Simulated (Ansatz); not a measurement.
# AsH+ (quartet): correlated methods under varied settings at distance As1–H2 = 1.455 Å

Aim: run AsH+ (quartet) at one geometry under a spread of methods and options, and see what each costs and gives.

Program: Ansatz 0.2.0, Gaussian basis. Level of theory: the settings change from run to run. These are calculated values, not measurements.

26 further runs of the same task are left out: 22 that didn't finish, 4 set aside as unsound or not needed.

### 1 The system

The geometry derives from a PBE0/def2-TZVP stationary point (not a proven minimum). One bond is set to the value named and the two fragments are kept rigid. No spin-orbit coupling is included. The filled d shell of As may be among the frozen orbitals whatever the setting's name suggests; the logs give the count.

2 atoms, charge 1, spin multiplicity 4.

Atoms are counted from 1 here; the program's logs count them from 0.

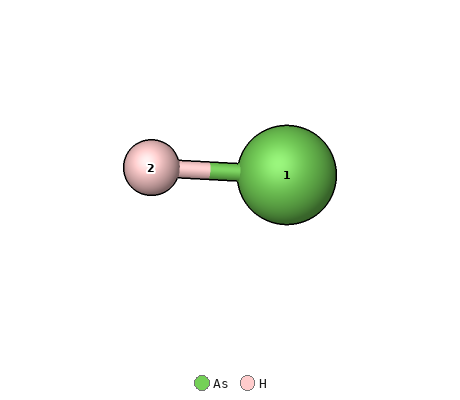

The geometry (arsenic green, hydrogen pink); atoms are numbered from 1 in the order of the file.

### 2 HF/cc-pVTZ

File in.yaml:

```yaml
crystal:
  periodic: [false, false, false]
  atoms:
    - {symbol: As, position_ang: [0.000000, 0.000000, 0.000000]}
    - {symbol: H, position_ang: [0.000000, 0.000000, 1.455000]}
basis:
  gaussian: {orbitals: cc-pVTZ}
total_charge: 1
magnetization: {spin_polarized: false, initial_magnetization: 3}
hamiltonian: {xc: hf, pseudopotentials: {relativity: scalar}}
scf: {lower_state_search: light}
output: {orbitals: {seedname: orbitals}}
```

Command:

```
$ ansatz run in.yaml --threads 1 --pin off --events-out ev --progress --plain --max-ram 2393MiB
```

What it wrote:

```text
Functional definition: HF
  name "HF"
  cite "Fock, Z. Phys. 61, 126 (1930) doi:10.1007/BF01340294"
  parent pbe
  exchange = exact_x
  correlation = 0
360 factors; integrals over basis functions are off by at most 1.0e-3 eV
mean field evaluation 1: about -61329.7769 eV, gradient 8.3e0 eV
mean field evaluation 2: about -61329.7789 eV, gradient 8.3e0 eV
mean field evaluation 4: about -61330.2019 eV, gradient 9.0e-1 eV
mean field evaluation 8: about -61330.2293 eV, gradient 7.8e-3 eV
mean field -61330.22934382 eV, -2253.8443572627 hartree, gradient 2.2e-5 eV, S^2 3.750000; 0 other end points of the search recorded, 0 dependent functions left out
reference -61330.22934382 eV, -2253.8443572627 hartree; 18, 15 occupied and 39, 42 virtual orbitals, 360 factors
Total energy: -61330.22934382 eV, -2253.8443572627 hartree
Relativity: scalar
```

It took 0.39 s on 1 thread of Arm Neoverse V2, shared host.

### 3 CASSCF(3,7)/6-31G

File in.yaml:

```yaml
crystal:
  periodic: [false, false, false]
  atoms:
    - {symbol: As, position_ang: [0.000000, 0.000000, 0.000000]}
    - {symbol: H, position_ang: [0.000000, 0.000000, 1.455000]}
basis:
  gaussian: {orbitals: 6-31G, fitting: {mean_field: def2-universal-jkfit}}
total_charge: 1
magnetization: {spin_polarized: false, initial_magnetization: 3}
correlation: {active_space: {window: {electrons: 3, orbitals: 7}, states: [{multiplicity: 4, weights: [1, 1, 1]}]}}
accuracy: high
scf: {lower_state_search: light}
```

Launched as before.

What it wrote:

```text
Functional definition: HF
  name "HF"
  cite "Fock, Z. Phys. 61, 126 (1930) doi:10.1007/BF01340294"
  parent pbe
  exchange = exact_x
  correlation = 0
284 factors; integrals over basis functions are off by at most 6.5e-2 eV
mean field evaluation 1: about -60790.6348 eV, gradient 7.8e0 eV
mean field evaluation 2: about -60791.0113 eV, gradient 2.5e0 eV
mean field evaluation 4: about -60791.0530 eV, gradient 4.7e-1 eV
mean field evaluation 8: about -60791.0600 eV, gradient 2.3e-8 eV
mean field -60791.06002955 eV, -2234.0302504253 hartree, gradient 2.3e-8 eV, S^2 3.750000; 0 other end points of the search recorded, 0 dependent functions left out
reference -60791.06002955 eV, -2234.0302504253 hartree; 18, 15 occupied and 13, 16 virtual orbitals, 284 factors
state -60790.72584132 eV, -2234.0179692344 hartree
state -60784.18836206 eV, -2233.7777213030 hartree
state -60784.18836206 eV, -2233.7777213030 hartree
Total energy: -60786.36752181 eV, -2233.8578039468 hartree
```

Run time: 0.9 s. Hardware: 1 thread of Arm Neoverse V2, shared host.

From the report: 35 determinants; active occupations (of the averaged states) 1.00, 0.67, 0.67, 0.67, 0.00, 0.00, 0.00.

### 4 BCCD(T)/cc-pVDZ

File in.yaml:

```yaml
crystal:
  periodic: [false, false, false]
  atoms:
    - {symbol: As, position_ang: [0.000000, 0.000000, 0.000000]}
    - {symbol: H, position_ang: [0.000000, 0.000000, 1.455000]}
basis:
  gaussian: {orbitals: cc-pVDZ}
total_charge: 1
magnetization: {spin_polarized: false, initial_magnetization: 3}
hamiltonian: {xc: {name: PBE0}}
correlation: {method: bccd_t, electrons: outside_noble_gas, diis_vectors: 4}
scf: {lower_state_search: full}
```

Same command.

What it wrote, shortened:

```text
Functional definition: PBE0
  name "PBE0"
  cite "Adamo & Barone, J. Chem. Phys. 110, 6158 (1999) doi:10.1063/1.478522"
  cite "Perdew, Burke & Ernzerhof, Phys. Rev. Lett. 77, 3865 (1996) doi:10.1103/PhysRevLett.77.3865"
  parent pbe
[...]
375 factors; integrals over basis functions are off by at most 5.4e-4 eV
[...]
mean field -60836.18140905 eV, -2235.6884305378 hartree, gradient 3.1e-6 eV, S^2 3.750000; 5 other end points of the search recorded, 0 dependent functions left out
14 core orbitals not correlated: weight in the atoms' cores, before any rotation towards them, 1.000 or more for the frozen orbitals, at most 0.000 for the correlated occupied ones
reference -60799.40756601 eV, -2234.3370167322 hartree; 4, 1 occupied and 14, 17 virtual orbitals, 375 factors
second order -1.52232092 eV of doubles, -0.09218554 eV of singles
cycle   1  -1.91596869 eV  change   -3.0e-1 eV  update   3.9e-2
[...]
cycle  10  -2.01214440 eV  change    3.9e-6 eV  update   1.8e-6
perturbative correction -0.03625079 eV, -0.0013321921 hartree
Total energy: -60801.45596121 eV, -2234.4122938672 hartree
```

Run time: 2 s. Hardware: 1 thread of Arm Neoverse V2, shared host.

From the report: correlation -2.0484 eV; largest double amplitude 0.08.

### 5 MP2 on UHF/cc-pVTZ

File in.yaml:

```yaml
crystal:
  periodic: [false, false, false]
  atoms:
    - {symbol: As, position_ang: [0.000000, 0.000000, 0.000000]}
    - {symbol: H, position_ang: [0.000000, 0.000000, 1.455000]}
basis:
  gaussian: {orbitals: cc-pVTZ}
total_charge: 1
magnetization: {spin_polarized: true, initial_magnetization: 3}
hamiltonian: {pseudopotentials: {relativity: scalar}}
correlation: {method: mp2, electrons: valence}
scf: {lower_state_search: off}
```

Launched as before.

What it wrote, shortened:

```text
Functional definition: HF
  name "HF"
  cite "Fock, Z. Phys. 61, 126 (1930) doi:10.1007/BF01340294"
  parent pbe
[...]
360 factors; integrals over basis functions are off by at most 1.0e-3 eV
[...]
mean field -61330.31687439 eV, -2253.8475739520 hartree, gradient 3.3e-6 eV, S^2 3.756139; 0 other end points of the search recorded, 0 dependent functions left out
9 core orbitals not correlated: weight in the atoms' cores, before any rotation towards them, 1.000 or more for the frozen orbitals, at most 0.000 for the correlated occupied ones
reference -61330.31687439 eV, -2253.8475739520 hartree; 9, 6 occupied and 39, 42 virtual orbitals, 360 factors
second order -3.64755238 eV of doubles, -0.00000000 eV of singles
Total energy: -61333.96442677 eV, -2253.9816190296 hartree
Relativity: scalar
Checks for a lower state left out: stability, starts, cluster_reference, orbital_swaps, neighbouring_geometries, increment
```

Run time: 0.36 s. Hardware: 1 thread of Arm Neoverse V2, shared host.

From the report: ⟨S²⟩ of the determinant 3.756 (pure quartet: 3.75).

### 6 BCCD(T) on UHF/aug-cc-pVDZ

File in.yaml:

```yaml
crystal:
  periodic: [false, false, false]
  atoms:
    - {symbol: As, position_ang: [0.000000, 0.000000, 0.000000]}
    - {symbol: H, position_ang: [0.000000, 0.000000, 1.455000]}
basis:
  gaussian: {orbitals: aug-cc-pVDZ, fitting: {mean_field: def2-universal-jkfit}}
total_charge: 1
magnetization: {spin_polarized: true, initial_magnetization: 3}
correlation: {method: bccd_t, electrons: outside_noble_gas, diis_vectors: 4}
```

Launched as before.

What it wrote, shortened:

```text
Functional definition: HF
  name "HF"
  cite "Fock, Z. Phys. 61, 126 (1930) doi:10.1007/BF01340294"
  parent pbe
[...]
284 factors; integrals over basis functions are off by at most 3.5e-1 eV
[...]
mean field -60799.73511205 eV, -2234.3490538272 hartree, gradient 8.6e-7 eV, S^2 3.754927; 0 other end points of the search recorded, 0 dependent functions left out
14 core orbitals not correlated: weight in the atoms' cores, before any rotation towards them, 1.000 or more for the frozen orbitals, at most 0.000 for the correlated occupied ones
reference -60799.73511205 eV, -2234.3490538272 hartree; 4, 1 occupied and 27, 30 virtual orbitals, 284 factors
second order -1.44395680 eV of doubles, -0.00000000 eV of singles
cycle   1  -1.76299365 eV  change   -3.2e-1 eV  update   4.7e-2
[...]
cycle  10  -1.89800542 eV  change   -4.5e-7 eV  update   1.1e-6
perturbative correction -0.04260427 eV, -0.0015656781 hartree
Total energy: -60801.67572174 eV, -2234.4203699178 hartree
```

It took 0.48 s on 1 thread of Arm Neoverse V2, shared host.

From the report: ⟨S²⟩ of the determinant 3.755 (pure quartet: 3.75); correlation -1.9406 eV; largest double amplitude 0.07.

### 7 BCCD/cc-pVTZ

File in.yaml:

```yaml
crystal:
  periodic: [false, false, false]
  atoms:
    - {symbol: As, position_ang: [0.000000, 0.000000, 0.000000]}
    - {symbol: H, position_ang: [0.000000, 0.000000, 1.455000]}
basis:
  gaussian: {orbitals: cc-pVTZ}
total_charge: 1
magnetization: {spin_polarized: true, initial_magnetization: 3}
hamiltonian: {xc: {name: r2SCAN}}
correlation: {method: bccd, electrons: valence}
scf: {omitted_lower_state_checks: [cluster_reference]}
```

Launched as before.

What it wrote, shortened:

```text
Functional definition: r2SCAN
  name "r2SCAN"
  cite "Furness, Kaplan, Ning, Perdew & Sun, J. Phys. Chem. Lett. 11, 8208 (2020) doi:10.1021/acs.jpclett.0c02405"
  cite "Furness, Kaplan, Ning, Perdew & Sun, J. Phys. Chem. Lett. 11, 9248 (2020) doi:10.1021/acs.jpclett.0c03077"
  parent r2scan
[...]
360 factors; integrals over basis functions are off by at most 1.0e-3 eV
[...]
mean field -60845.25350237 eV, -2236.0218238179 hartree, gradient 4.2e-6 eV, S^2 3.752422; 0 other end points of the search recorded, 0 dependent functions left out
9 core orbitals not correlated: weight in the atoms' cores, before any rotation towards them, 1.000 or more for the frozen orbitals, at most 0.000 for the correlated occupied ones
reference -60801.34824344 eV, -2234.4083353125 hartree; 9, 6 occupied and 39, 42 virtual orbitals, 360 factors
second order -3.90115146 eV of doubles, -0.24644105 eV of singles
cycle   1  -4.10567257 eV  change    3.4e-2 eV  update   4.8e-2
[...]
cycle   9  -4.26006323 eV  change    8.9e-6 eV  update   1.0e-5
Total energy: -60805.60830668 eV, -2234.5648897487 hartree
Checks for a lower state left out: cluster_reference
```

Wall time 2.9 s (1 thread of Arm Neoverse V2, shared host).

From the report: ⟨S²⟩ of the determinant 3.752 (pure quartet: 3.75); correlation -4.2601 eV; largest double amplitude 0.07.

### 8 HF/cc-pVTZ

File in.yaml:

```yaml
crystal:
  periodic: [false, false, false]
  atoms:
    - {symbol: As, position_ang: [0.000000, 0.000000, 0.000000]}
    - {symbol: H, position_ang: [0.000000, 0.000000, 1.455000]}
basis:
  gaussian: {orbitals: cc-pVTZ}
total_charge: 1
magnetization: {spin_polarized: false, initial_magnetization: 3}
hamiltonian: {xc: hf}
output: {orbitals: {seedname: orbitals}}
```

Same command.

What it wrote:

```text
Functional definition: HF
  name "HF"
  cite "Fock, Z. Phys. 61, 126 (1930) doi:10.1007/BF01340294"
  parent pbe
  exchange = exact_x
  correlation = 0
360 factors; integrals over basis functions are off by at most 1.0e-3 eV
mean field evaluation 1: about -60801.1227 eV, gradient 8.1e0 eV
mean field evaluation 2: about -60801.1267 eV, gradient 8.1e0 eV
mean field evaluation 4: about -60801.5712 eV, gradient 9.7e-1 eV
mean field evaluation 8: about -60801.6044 eV, gradient 7.1e-3 eV
mean field -60801.60441224 eV, -2234.4177493421 hartree, gradient 2.0e-5 eV, S^2 3.750000; 0 other end points of the search recorded, 0 dependent functions left out
reference -60801.60441224 eV, -2234.4177493421 hartree; 18, 15 occupied and 39, 42 virtual orbitals, 360 factors
Total energy: -60801.60441224 eV, -2234.4177493421 hartree
```

Wall time 0.36 s (1 thread of Arm Neoverse V2, shared host).

### 9 MP2 on ROHF/def2-TZVP

File in.yaml:

```yaml
crystal:
  periodic: [false, false, false]
  atoms:
    - {symbol: As, position_ang: [0.000000, 0.000000, 0.000000]}
    - {symbol: H, position_ang: [0.000000, 0.000000, 1.455000]}
basis:
  gaussian: {orbitals: def2-TZVP}
total_charge: 1
magnetization: {spin_polarized: false, initial_magnetization: 3}
correlation: {method: mp2, electrons: outside_noble_gas}
```

Launched as before.

What it wrote:

```text
Functional definition: HF
  name "HF"
  cite "Fock, Z. Phys. 61, 126 (1930) doi:10.1007/BF01340294"
  parent pbe
  exchange = exact_x
  correlation = 0
370 factors; integrals over basis functions are off by at most 9.8e-4 eV
mean field evaluation 1: about -60799.9529 eV, gradient 8.8e0 eV
mean field evaluation 2: about -60799.9559 eV, gradient 8.8e0 eV
mean field evaluation 4: about -60800.3815 eV, gradient 1.2e0 eV
mean field evaluation 8: about -60800.4189 eV, gradient 9.5e-3 eV
mean field -60800.41888997 eV, -2234.3741822022 hartree, gradient 1.2e-6 eV, S^2 3.750000; 0 other end points of the search recorded, 0 dependent functions left out
mean field evaluation 16: about -60800.0901 eV, gradient 7.6e0 eV
14 core orbitals not correlated: weight in the atoms' cores, before any rotation towards them, 1.000 or more for the frozen orbitals, at most 0.000 for the correlated occupied ones
reference -60800.41888997 eV, -2234.3741822022 hartree; 4, 1 occupied and 36, 39 virtual orbitals, 370 factors
second order -1.77015966 eV of doubles, -0.02735475 eV of singles
Total energy: -60802.21640438 eV, -2234.4402396384 hartree
```

Wall time 0.45 s (1 thread of Arm Neoverse V2, shared host).

### 10 CCSD on ROHF/pcseg-2

File in.yaml:

```yaml
crystal:
  periodic: [false, false, false]
  atoms:
    - {symbol: As, position_ang: [0.000000, 0.000000, 0.000000]}
    - {symbol: H, position_ang: [0.000000, 0.000000, 1.455000]}
basis:
  gaussian: {orbitals: pcseg-2, fitting: {mean_field: def2-universal-jkfit}}
total_charge: 1
magnetization: {spin_polarized: false, initial_magnetization: 3}
correlation: {method: ccsd, electrons: outside_noble_gas}
```

Same command.

What it wrote, shortened:

```text
Functional definition: HF
  name "HF"
  cite "Fock, Z. Phys. 61, 126 (1930) doi:10.1007/BF01340294"
  parent pbe
[...]
284 factors; integrals over basis functions are off by at most 1.2e0 eV
[...]
mean field -60800.84088069 eV, -2234.3896900752 hartree, gradient 3.6e-6 eV, S^2 3.750000; 0 other end points of the search recorded, 0 dependent functions left out
[...]
14 core orbitals not correlated: weight in the atoms' cores, before any rotation towards them, 1.000 or more for the frozen orbitals, at most 0.000 for the correlated occupied ones
reference -60800.84088069 eV, -2234.3896900752 hartree; 4, 1 occupied and 39, 42 virtual orbitals, 284 factors
second order -1.79510622 eV of doubles, -0.02698606 eV of singles
cycle   1  -2.12395242 eV  change   -3.0e-1 eV  update   4.6e-2
[...]
cycle  10  -2.26650150 eV  change    1.8e-6 eV  update   1.2e-6
Total energy: -60803.10738219 eV, -2234.4729824690 hartree
```

Wall time 0.66 s (1 thread of Arm Neoverse V2, shared host).

From the report: correlation -2.2665 eV; T1 0.028; largest double amplitude 0.07.

### 11 All runs side by side

Where basis and cores are those of an earlier FCI/cc-pVTZ run (-60803.9736 eV), and the state is the same kind, the miss against it is given.

```tsv
level	correlated	functions	energy (eV)	from FCI (meV)	time
HF/cc-pVTZ (relativity set)		57	-61330.2293		0.39 s
CASSCF(3,7)/6-31G (mean of several states)		31	-60786.3675		0.9 s
BCCD(T)/cc-pVDZ (on PBE0 orbitals)	outside noble gas	32	-60801.4560		2 s
MP2 on UHF/cc-pVTZ (relativity set)	valence	57	-61333.9644		0.36 s
BCCD(T) on UHF/aug-cc-pVDZ	outside noble gas	45	-60801.6757		0.48 s
BCCD/cc-pVTZ (on r2SCAN orbitals)	valence	57	-60805.6083		2.9 s
HF/cc-pVTZ		57	-60801.6044	2369.2	0.36 s
MP2 on ROHF/def2-TZVP	outside noble gas	54	-60802.2164		0.45 s
CCSD on ROHF/pcseg-2	outside noble gas	57	-60803.1074		0.66 s
```

### 12 Summary of results

| quantity | value |
| --- | --- |
| runs | 9 |
| quickest | MP2 on UHF/cc-pVTZ (relativity set), 0.36 s |
| slowest | BCCD/cc-pVTZ (on r2SCAN orbitals), 2.9 s |

What this shows: Total energies in different bases, with other cores or another treatment of relativity can't be set against each other. BCCD/cc-pVTZ (on r2SCAN orbitals) took 8 times as long as MP2 on UHF/cc-pVTZ (relativity set); the jobs differ in more than the method. Hartree-Fock, CASSCF and CASCI lack dynamic correlation by design.
